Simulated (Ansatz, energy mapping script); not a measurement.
# CoO: J from the energies of magnetic orders, part 2 of 3

Aim: the exchange couplings of CoO from the energies of a few collinear orders, and the ordering temperature that they give.

PBEsol with U = 1.16 eV on Co d, ortho-atomic projectors; plane waves, U on orthogonalised atomic orbitals unless named otherwise, collinear spin, no spin–orbit coupling.

So far. Step 4 (Run 1 (parallel; cell A, 4 atoms)): The run ends ferromagnetic.

## 5. Compensated +− start in cell A (4 atoms)

This order reverses 8 of the 12 neighbours at 3.01 Å, 0 of the 6 neighbours at 4.26 Å and 16 of the 24 neighbours at 5.22 Å, counted for an average magnetic atom.

The input, input.yaml:

```yaml
crystal:
  lattice:
    - [0.0, -2.1315, -2.1315]
    - [0.0, 2.1315, -2.1315]
    - [4.263, 0.0, 0.0]
  atoms:
    - { symbol: Co, position: [0.5, 0.5, 0.5], spin: 3.0 }
    - { symbol: Co, position: [0.0, 0.0, 0.0], spin: -3.0 }
    - { symbol: O, position: [0.5, 0.5, 0.0] }
    - { symbol: O, position: [0.0, 0.0, 0.5] }
magnetization:
  spin_polarized: true
kpoints:
  mp_grid: { grid: [7, 7, 5] }
hamiltonian:
  xc: pbesol
  hubbard:
    sites:
      - { species: Co, l: d, u_eff: 1.16 }
      - { site: 0, l: d, u_eff: 1.16, starting_ns: [{ spin: up, occupation_matrix: co1_major }, { spin: down, occupation_matrix: co1_minor }] }
      - { site: 1, l: d, u_eff: 1.16, starting_ns: [{ spin: up, occupation_matrix: co1_minor }, { spin: down, occupation_matrix: co1_major }] }
    projectors: ortho-atomic
    occupation_matrices:
      co1_major:
        matrix:
          - [0.993, 0.0, 0.0, 0.0, 0.0]
          - [0.0, 0.998, 0.0, 0.0, 0.0]
          - [0.0, 0.0, 0.998, 0.0, 0.0]
          - [0.0, 0.0, 0.0, 0.993, 0.0]
          - [0.0, 0.0, 0.0, 0.0, 0.998]
      co1_minor:
        matrix:
          - [0.202, -0.058, -0.058, 0.0, -0.116]
          - [-0.058, 0.666, -0.27, -0.1, 0.27]
          - [-0.058, -0.27, 0.666, 0.1, 0.27]
          - [0.0, -0.1, 0.1, 0.202, 0.0]
          - [-0.116, 0.27, 0.27, 0.0, 0.666]
scf:
  occupations: { method: fermi_dirac, width: 0.05 }
output:
  eigenvalues: true
  write_density: true
  write_potential: true
  elf: true
  volumetric_format: npy
```

Started as:

```
ansatz run input.yaml --threads 4 --pin off --max-ram 8192MiB --backend cpu --events-out ev --progress --plain --runs-dir out
```

Numbers of over 12 decimals in the logs are rounded to 6 here.

What it wrote:

```text
[...]
Crystal: 4 atoms, lattice volume = 38.736 Å³
Basis set: ecut = 420 eV, 727 PW (Γ)
Bands: 32, of which v1, the nominal top of the filled ones, is band 23 counted from 1 (22 counted from 0)
Symmetry: 2 space group operations
k-points: 123 of 245
[...]
Starting moments: Σ|m| = 6 μB on 2 of 4 sites
[...]
SCF iter   1: F=—  HF=-11307.945775 eV  |F-HF|=—  |Δ(HF+E_count)|=         —  Δρ=2.74e-1 (↑2.74e-1 ↓2.74e-1)  dr2=6.08e1  dr2_m=9.78e0  M=0.000 μB ∫|m|=2.455 μB  β_m=0.30  ethr=3.10e-3  ⟨swp⟩=5.5  Hψ=14281  notcnv=0  defer=38
[...]
SCF iter  17: F=-11303.557191 eV  HF=-11303.557191 eV  |F-HF|=1.92e-8  |Δ(HF+E_count)|=   7.48e-7  Δρ=7.06e-6 (↑7.06e-6 ↓7.06e-6)  dr2=3.15e-8  dr2_m=4.85e-9  M=0.000 μB ∫|m|=5.568 μB  ethr=2.17e-10  ⟨swp⟩=8.5  Hψ=15968  notcnv=0
SCF 1 converged in 17 iterations: F = -11303.557191 eV  dr2 = 3.15e-8
[...]
SCF converged after 17 iterations
Magnetization: 0.0000 μB (23.0000 up, 23.0000 down)
Absolute magnetization: 5.5717 μB (∫|ρ↑−ρ↓|, with the PAW one-centre terms)
[...]
Per-site moments (μB) at R_I (Å): [(2.512961, 0.87924375), (-2.512961, 0.87924375), (-0.097922, 0.87924375), (0.097922, 0.87924375)]
Free energy (F): -11303.557191 eV
[...]
Internal energy: -11303.553064 eV  (E = F + TS)
E sigma→0 (E₀):  -11303.555127 eV
Entropy (-TS):   -0.004127 eV (-1.032 meV/atom)
Fermi energy:    13.843751 eV
[...]
--- Specified on-site occupations, and those of the state reported ---
  electrons in the specified blocks: 14.7640 specified, 14.7453 found
[...]
--- Band table (eV; the first three rows and the last of 246) ---
  k-point 0 ↑: bands = [... 19 lower, 10.9520, 10.9603, 11.7464, 12.6871, 13.8689, 14.3710, 14.6250, 14.8159, ... 5 higher]
  k-point 1 ↑: bands = [... 19 lower, 11.2742, 11.4343, 11.7591, 12.7991, 13.9631, 14.3761, 14.7913, 15.8901, ... 5 higher]
  k-point 2 ↑: bands = [... 19 lower, 11.5535, 11.7463, 11.7949, 12.9725, 14.1150, 14.3873, 14.9461, 17.8921, ... 5 higher]
  k-point 122 ↓: bands = [... 19 lower, 12.0621, 12.4519, 13.0369, 13.1678, 14.3789, 15.4812, 16.0175, 19.6653, ... 5 higher]
Occupation matrices written to <dir>
```

Elapsed: 3.6 s, on 4 threads of Arm Neoverse V2, shared host; peak memory 0.51 GiB; 14 s of CPU time.

Spin moment in the sphere by atom:

```csv
atom,spin moment in the sphere (μB)
Co1,2.51
Co2,-2.51
O3,-0.10
O4,0.10
```

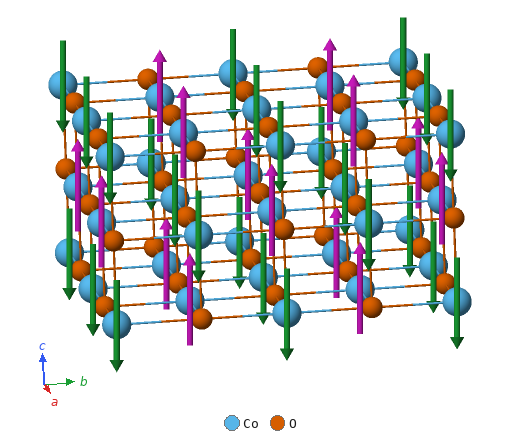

Spin moment in the sphere as arrows, the longest 2.51 μB. Up and down stand for the sign. Arrows give size and sign along the axis of quantisation, drawn up and down the page. The two directions have two colours. 2×2×1 conventional cells are drawn. Some periodic images of atoms are drawn too.

The run ends antiferromagnetic, 39.78 meV a magnetic atom above the parallel order of its cell (energies taken at zero occupation width, not the printed F).

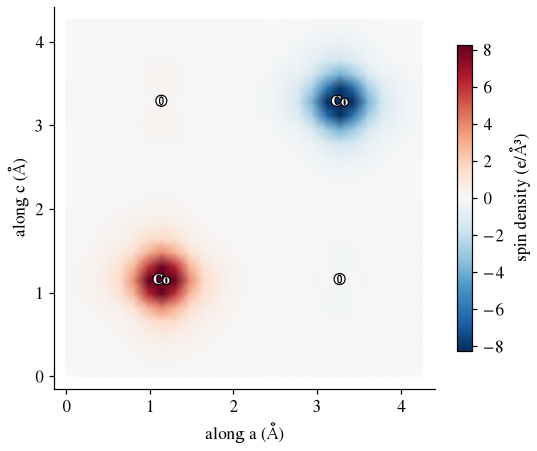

Spin density in the ac plane of the conventional cell at fractional y = 0.000, with atoms of Co and O within 0.2 Å of it. The map starts off the cell's origin, so that atoms lie inside it.

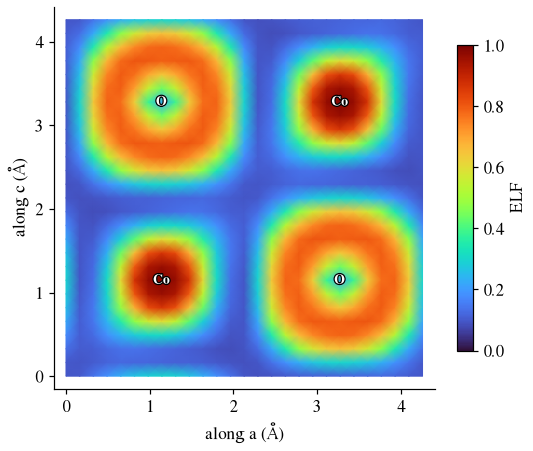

ELF in the ac plane of the conventional cell at fractional y = 0.000, with atoms of Co and O within 0.2 Å of it. It is the smooth field of the valence electrons, not physical close to the nuclei. The map starts off the cell's origin, so that atoms lie inside it.

## 6. The same order with other settings

The input is changed once more, to see how this run answers a poor choice.

Edit input.yaml of step 5 so:

```diff
@@ -12,2 +12,3 @@
   spin_polarized: true
+  spin_orbit: true
 kpoints:
@@ -37,9 +38,7 @@
           - [-0.116, 0.27, 0.27, 0.0, 0.666]
+  pseudopotentials: { kind: nc }
 scf:
   occupations: { method: fermi_dirac, width: 0.05 }
+  max_iter: 50
 output:
   eigenvalues: true
-  write_density: true
-  write_potential: true
-  elf: true
-  volumetric_format: npy
```

What it wrote:

```text
Error: 2 input errors — fix all and re-run
  1. inconsistent input (magnetization.spin_orbit, magnetization.noncollinear): true requires noncollinear: true — spin–orbit coupling acts on 2-spinor wavefunctions; set both flags
  2. inconsistent input (magnetization.spin_orbit, hamiltonian.pseudopotentials.kind): true requires a fully-relativistic hamiltonian.pseudopotentials.kind (nc_fr or paw_fr), or kind: all_electron without datasets and azcp, which then solves Dirac's equation on LAPW. paw_fr resolves this project's PAW files (source: ansatz) by j as it reads them
```

Run time: 0.02 s. Hardware: 4 threads; peak memory 0.032 GiB.

The program refused the input before any cycle.

The program's message: “Error: 2 input errors — fix all and re-run”

The change that led to it: magnetization and hamiltonian.pseudopotentials = {"kind": "nc"}.

## 7. Run 3 (parallel; cell B, 4 atoms)

The parallel order again, as the reference for this cell.

This run holds the same structure in another cell (c 4.263 → 5.221 Å, α 90.0 → 73.2°, β 90.0 → 73.2°, γ 90.0 → 60.0°).

The input, input.yaml:

```yaml
crystal:
  lattice:
    - [0.0, -2.1315, -2.1315]
    - [-2.1315, 0.0, -2.1315]
    - [2.1315, 2.1315, -4.263]
  atoms:
    - { symbol: Co, position: [0.5, 0.5, 0.5], spin: 3.0 }
    - { symbol: Co, position: [0.0, 0.0, 0.0], spin: 3.0 }
    - { symbol: O, position: [0.75, 0.75, 0.75] }
    - { symbol: O, position: [0.25, 0.25, 0.25] }
magnetization:
  spin_polarized: true
kpoints:
  mp_grid: { grid: [9, 9, 9] }
hamiltonian:
  xc: pbesol
  hubbard:
    sites:
      - { species: Co, l: d, u_eff: 1.16 }
      - { site: 0, l: d, u_eff: 1.16, starting_ns: [{ spin: up, occupation_matrix: co1_major }, { spin: down, occupation_matrix: co1_minor }] }
      - { site: 1, l: d, u_eff: 1.16, starting_ns: [{ spin: up, occupation_matrix: co1_major }, { spin: down, occupation_matrix: co1_minor }] }
    projectors: ortho-atomic
    occupation_matrices:
      co1_major:
        matrix:
          - [0.993, 0.0, 0.0, 0.0, 0.0]
          - [0.0, 0.998, 0.0, 0.0, 0.0]
          - [0.0, 0.0, 0.998, 0.0, 0.0]
          - [0.0, 0.0, 0.0, 0.993, 0.0]
          - [0.0, 0.0, 0.0, 0.0, 0.998]
      co1_minor:
        matrix:
          - [0.202, -0.058, -0.058, 0.0, -0.116]
          - [-0.058, 0.666, -0.27, -0.1, 0.27]
          - [-0.058, -0.27, 0.666, 0.1, 0.27]
          - [0.0, -0.1, 0.1, 0.202, 0.0]
          - [-0.116, 0.27, 0.27, 0.0, 0.666]
scf:
  occupations: { method: fermi_dirac, width: 0.05 }
output:
  eigenvalues: true
```

What it wrote:

```text
[...]
Crystal: 4 atoms, lattice volume = 38.736 Å³
Basis set: ecut = 420 eV, 707 PW (Γ)
Bands: 32, of which v1, the nominal top of the filled ones, is band 23 counted from 1 (22 counted from 0)
Symmetry: 8 space group operations
k-points: 205 of 729
[...]
Starting moments: Σ|m| = 6 μB on 2 of 4 sites
[...]
k-point 1 ↑: bands = [... 19 lower, 10.7444, 10.8850, 10.9679, 11.0197, 11.6514, 13.5100, 13.6002, 14.7694, ... 5 higher]
  k-point 2 ↑: bands = [... 19 lower, 10.8297, 10.9468, 11.3469, 11.4416, 11.5362, 13.3397, 13.4323, 15.3784, ... 5 higher]
  k-point 204 ↓: bands = [... 19 lower, 13.0556, 14.4427, 14.4850, 15.1779, 15.4161, 15.7846, 16.0742, 21.3540, ... 5 higher]
Occupation matrices written to <dir>
[key lines of the parts left out:]
SCF converged after 12 iterations
Magnetization: 5.9500 μB (25.9750 up, 20.0250 down)
Free energy (F): -11303.638670 eV
Fermi energy:    13.617382 eV
```

Wall time 7.9 s (4 threads); peak memory 0.66 GiB; 30 s of CPU time.

The run ends ferromagnetic. For each magnetic atom its energy differs from the parallel run of the first cell by -0.62 meV, an error that one common reference would have brought in.

## 8. Order 4: compensated +−, cell B of 4 atoms

This order reverses 6 of the 12 neighbours at 3.01 Å, 6 of the 6 neighbours at 4.26 Å and 12 of the 24 neighbours at 5.22 Å, counted for an average magnetic atom.

Edit input.yaml of step 7 so:

```diff
@@ -7,3 +7,3 @@
     - { symbol: Co, position: [0.5, 0.5, 0.5], spin: 3.0 }
-    - { symbol: Co, position: [0.0, 0.0, 0.0], spin: 3.0 }
+    - { symbol: Co, position: [0.0, 0.0, 0.0], spin: -3.0 }
     - { symbol: O, position: [0.75, 0.75, 0.75] }
@@ -20,3 +20,3 @@
       - { site: 0, l: d, u_eff: 1.16, starting_ns: [{ spin: up, occupation_matrix: co1_major }, { spin: down, occupation_matrix: co1_minor }] }
-      - { site: 1, l: d, u_eff: 1.16, starting_ns: [{ spin: up, occupation_matrix: co1_major }, { spin: down, occupation_matrix: co1_minor }] }
+      - { site: 1, l: d, u_eff: 1.16, starting_ns: [{ spin: up, occupation_matrix: co1_minor }, { spin: down, occupation_matrix: co1_major }] }
     projectors: ortho-atomic
```

What it wrote:

```text
[...]
Crystal: 4 atoms, lattice volume = 38.736 Å³
Basis set: ecut = 420 eV, 707 PW (Γ)
Bands: 32, of which v1, the nominal top of the filled ones, is band 23 counted from 1 (22 counted from 0)
Symmetry: 4 space group operations
k-points: 205 of 729
[...]
Starting moments: Σ|m| = 6 μB on 2 of 4 sites
[...]
k-point 1 ↑: bands = [... 19 lower, 11.6339, 11.8385, 12.8989, 13.0023, 14.0470, 15.0442, 15.6550, 15.7850, ... 5 higher]
  k-point 2 ↑: bands = [... 19 lower, 12.0508, 12.1904, 12.8196, 12.9671, 14.0237, 15.5510, 15.6442, 15.6901, ... 5 higher]
  k-point 204 ↓: bands = [... 19 lower, 12.1116, 12.1874, 12.6162, 13.1097, 14.4730, 15.4725, 15.6660, 20.9291, ... 5 higher]
Occupation matrices written to <dir>
[key lines of the parts left out:]
SCF converged after 14 iterations
Magnetization: 0.0000 μB (23.0000 up, 23.0000 down)
Free energy (F): -11303.898973 eV
Fermi energy:    13.699171 eV
```

The job ended after 5.3 s (4 threads; peak memory 0.64 GiB; 20 s of CPU time).

The run ends antiferromagnetic, 131.49 meV a magnetic atom below the parallel order of its cell.

## 9. Parallel start in cell C (6 atoms)

The parallel order again, as the reference for this cell.

The input, input.yaml:

```yaml
crystal:
  lattice:
    - [0.0, -2.1315, -2.1315]
    - [-4.263, 0.0, 0.0]
    - [2.1315, 4.263, -2.1315]
  atoms:
    - { symbol: Co, position: [0.666666667, 0.666666667, 0.333333333], spin: 3.0 }
    - { symbol: Co, position: [0.333333333, 0.333333333, 0.666666667], spin: 3.0 }
    - { symbol: Co, position: [0.0, 0.0, 0.0], spin: 3.0 }
    - { symbol: O, position: [0.666666667, 0.166666667, 0.333333333] }
    - { symbol: O, position: [0.333333333, 0.833333333, 0.666666667] }
    - { symbol: O, position: [0.0, 0.5, 0.0] }
magnetization:
  spin_polarized: true
kpoints:
  mp_grid: { grid: [8, 8, 8] }
hamiltonian:
  xc: pbesol
  hubbard:
    sites:
      - { species: Co, l: d, u_eff: 1.16 }
      - { site: 0, l: d, u_eff: 1.16, starting_ns: [{ spin: up, occupation_matrix: co1_major }, { spin: down, occupation_matrix: co1_minor }] }
      - { site: 1, l: d, u_eff: 1.16, starting_ns: [{ spin: up, occupation_matrix: co1_major }, { spin: down, occupation_matrix: co1_minor }] }
      - { site: 2, l: d, u_eff: 1.16, starting_ns: [{ spin: up, occupation_matrix: co1_major }, { spin: down, occupation_matrix: co1_minor }] }
    projectors: ortho-atomic
    occupation_matrices:
      co1_major:
        matrix:
          - [0.993, 0.0, 0.0, 0.0, 0.0]
          - [0.0, 0.998, 0.0, 0.0, 0.0]
          - [0.0, 0.0, 0.998, 0.0, 0.0]
          - [0.0, 0.0, 0.0, 0.993, 0.0]
          - [0.0, 0.0, 0.0, 0.0, 0.998]
      co1_minor:
        matrix:
          - [0.202, -0.058, -0.058, 0.0, -0.116]
          - [-0.058, 0.666, -0.27, -0.1, 0.27]
          - [-0.058, -0.27, 0.666, 0.1, 0.27]
          - [0.0, -0.1, 0.1, 0.202, 0.0]
          - [-0.116, 0.27, 0.27, 0.0, 0.666]
scf:
  occupations: { method: fermi_dirac, width: 0.05 }
output:
  eigenvalues: true
```

What it wrote:

```text
[...]
Crystal: 6 atoms, lattice volume = 58.104 Å³
Basis set: ecut = 420 eV, 1105 PW (Γ)
Bands: 47, of which v1, the nominal top of the filled ones, is band 35 counted from 1 (34 counted from 0)
Symmetry: 6 space group operations
k-points: 260 of 512
[...]
Starting moments: Σ|m| = 9 μB on 3 of 6 sites
[...]
k-point 1 ↑: bands = [... 31 lower, 10.8918, 11.1072, 11.3182, 11.5471, 11.5753, 11.7468, 12.1018, 13.2408, ... 8 higher]
  k-point 2 ↑: bands = [... 31 lower, 11.1260, 11.1904, 11.3535, 11.4919, 11.5643, 11.7742, 11.8207, 13.4725, ... 8 higher]
  k-point 259 ↓: bands = [... 31 lower, 14.2874, 14.6569, 15.1082, 15.1082, 15.9462, 15.9462, 16.7116, 16.7120, ... 8 higher]
Occupation matrices written to <dir>
[key lines of the parts left out:]
SCF converged after 12 iterations
Magnetization: 8.9256 μB (38.9628 up, 30.0372 down)
Free energy (F): -16955.458034 eV
Fermi energy:    13.618331 eV
```

Run time: 23 s. Hardware: 4 threads; peak memory 1.3 GiB; 86 s of CPU time.

The run ends ferromagnetic. For each magnetic atom its energy differs from the parallel run of the first cell by -0.67 meV, an error that one common reference would have brought in.

## 10. Uncompensated ++− start in cell C (6 atoms)

This order reverses 6.67 of the 12 neighbours at 3.01 Å, 2.67 of the 6 neighbours at 4.26 Å and 8 of the 24 neighbours at 5.22 Å, counted for an average magnetic atom.

Edit input.yaml of step 9 so:

```diff
@@ -8,3 +8,3 @@
     - { symbol: Co, position: [0.333333333, 0.333333333, 0.666666667], spin: 3.0 }
-    - { symbol: Co, position: [0.0, 0.0, 0.0], spin: 3.0 }
+    - { symbol: Co, position: [0.0, 0.0, 0.0], spin: -3.0 }
     - { symbol: O, position: [0.666666667, 0.166666667, 0.333333333] }
@@ -23,3 +23,3 @@
       - { site: 1, l: d, u_eff: 1.16, starting_ns: [{ spin: up, occupation_matrix: co1_major }, { spin: down, occupation_matrix: co1_minor }] }
-      - { site: 2, l: d, u_eff: 1.16, starting_ns: [{ spin: up, occupation_matrix: co1_major }, { spin: down, occupation_matrix: co1_minor }] }
+      - { site: 2, l: d, u_eff: 1.16, starting_ns: [{ spin: up, occupation_matrix: co1_minor }, { spin: down, occupation_matrix: co1_major }] }
     projectors: ortho-atomic
```

What it wrote:

```text
[...]
Crystal: 6 atoms, lattice volume = 58.104 Å³
Basis set: ecut = 420 eV, 1105 PW (Γ)
Bands: 47, of which v1, the nominal top of the filled ones, is band 35 counted from 1 (34 counted from 0)
Symmetry: 2 space group operations
k-points: 260 of 512
[...]
Starting moments: Σ|m| = 9 μB on 3 of 6 sites
[...]
k-point 1 ↑: bands = [... 31 lower, 11.4407, 11.7666, 12.6635, 12.7344, 13.0580, 14.0829, 14.7968, 15.0733, ... 8 higher]
  k-point 2 ↑: bands = [... 31 lower, 11.7275, 11.7533, 12.6696, 12.6744, 13.0613, 14.0989, 14.7656, 15.6383, ... 8 higher]
  k-point 259 ↓: bands = [... 31 lower, 13.1495, 13.1835, 14.3222, 14.5465, 15.0443, 15.9091, 16.2703, 16.4532, ... 8 higher]
Occupation matrices written to <dir>
[key lines of the parts left out:]
SCF converged after 19 iterations
Magnetization: 2.9982 μB (35.9991 up, 33.0009 down)
Free energy (F): -16955.590586 eV
Fermi energy:    13.659931 eV
```

Wall time 34 s (4 threads); peak memory 1.3 GiB.

The run ends ferrimagnetic, 45.38 meV a magnetic atom below the parallel order of its cell.

## 11. Run 7 (parallel; cell D, 6 atoms)

The parallel order again, as the reference for this cell.

This run holds the same structure in another cell (b 4.263 → 3.014 Å, c 5.221 → 6.740 Å, α 114.1 → 102.9°, β 106.8 → 102.9°).

The input, input.yaml:

```yaml
crystal:
  lattice:
    - [0.0, 2.1315, 2.1315]
    - [0.0, 2.1315, -2.1315]
    - [-6.3945, -2.1315, 0.0]
  atoms:
    - { symbol: Co, position: [0.0, 0.0, 0.0], spin: 3.0 }
    - { symbol: Co, position: [0.333333333, 0.333333333, 0.666666667], spin: 3.0 }
    - { symbol: Co, position: [0.666666667, 0.666666667, 0.333333333], spin: 3.0 }
    - { symbol: O, position: [0.833333333, 0.833333333, 0.666666667] }
    - { symbol: O, position: [0.166666667, 0.166666667, 0.333333333] }
    - { symbol: O, position: [0.5, 0.5, 0.0] }
magnetization:
  spin_polarized: true
kpoints:
  mp_grid: { grid: [8, 8, 8] }
hamiltonian:
  xc: pbesol
  hubbard:
    sites:
      - { species: Co, l: d, u_eff: 1.16 }
      - { site: 0, l: d, u_eff: 1.16, starting_ns: [{ spin: up, occupation_matrix: co1_major }, { spin: down, occupation_matrix: co1_minor }] }
      - { site: 1, l: d, u_eff: 1.16, starting_ns: [{ spin: up, occupation_matrix: co1_major }, { spin: down, occupation_matrix: co1_minor }] }
      - { site: 2, l: d, u_eff: 1.16, starting_ns: [{ spin: up, occupation_matrix: co1_major }, { spin: down, occupation_matrix: co1_minor }] }
    projectors: ortho-atomic
    occupation_matrices:
      co1_major:
        matrix:
          - [0.993, 0.0, 0.0, 0.0, 0.0]
          - [0.0, 0.998, 0.0, 0.0, 0.0]
          - [0.0, 0.0, 0.998, 0.0, 0.0]
          - [0.0, 0.0, 0.0, 0.993, 0.0]
          - [0.0, 0.0, 0.0, 0.0, 0.998]
      co1_minor:
        matrix:
          - [0.202, -0.058, -0.058, 0.0, -0.116]
          - [-0.058, 0.666, -0.27, -0.1, 0.27]
          - [-0.058, -0.27, 0.666, 0.1, 0.27]
          - [0.0, -0.1, 0.1, 0.202, 0.0]
          - [-0.116, 0.27, 0.27, 0.0, 0.666]
scf:
  occupations: { method: fermi_dirac, width: 0.05 }
output:
  eigenvalues: true
```

What it wrote:

```text
[...]
Crystal: 6 atoms, lattice volume = 58.104 Å³
Basis set: ecut = 420 eV, 1097 PW (Γ)
Bands: 47, of which v1, the nominal top of the filled ones, is band 35 counted from 1 (34 counted from 0)
Symmetry: 6 space group operations
k-points: 260 of 512
[...]
Starting moments: Σ|m| = 9 μB on 3 of 6 sites
[...]
k-point 1 ↑: bands = [... 31 lower, 10.8273, 10.8717, 10.9794, 11.1821, 11.1925, 11.4804, 11.5623, 11.6695, ... 8 higher]
  k-point 2 ↑: bands = [... 31 lower, 10.8657, 10.9920, 11.0574, 11.1381, 11.2207, 11.4843, 11.5274, 11.6579, ... 8 higher]
  k-point 259 ↓: bands = [... 31 lower, 14.3411, 14.3411, 14.6513, 14.9090, 14.9090, 15.0289, 15.4578, 15.4578, ... 8 higher]
Occupation matrices written to <dir>
[key lines of the parts left out:]
SCF converged after 12 iterations
Magnetization: 8.9202 μB (38.9601 up, 30.0399 down)
Free energy (F): -16955.458288 eV
Fermi energy:    13.623520 eV
```

The job ended after 22 s (4 threads; peak memory 1.3 GiB).

The run ends ferromagnetic. For each magnetic atom its energy differs from the parallel run of the first cell by -0.77 meV, an error that one common reference would have brought in.

(Part 2 of 3 ends here.)

[Logs and program files are shortened in this print: banners, set-up blocks, solver, clock and traceback lines can be left out without a mark of their own.]

[Logs are printed without paths, hosts, clocks, repeated set-up lines and the standing remarks that a program may print on its own settings, such as how far it seeks lower states.]

[Hosts, paths, dates, database ids (printed as entryN), source tags and the programs' standing remarks are cut or masked in the printed files.]

[Where a cell is said to come from a database of computed structures, the database is the Materials Project.]
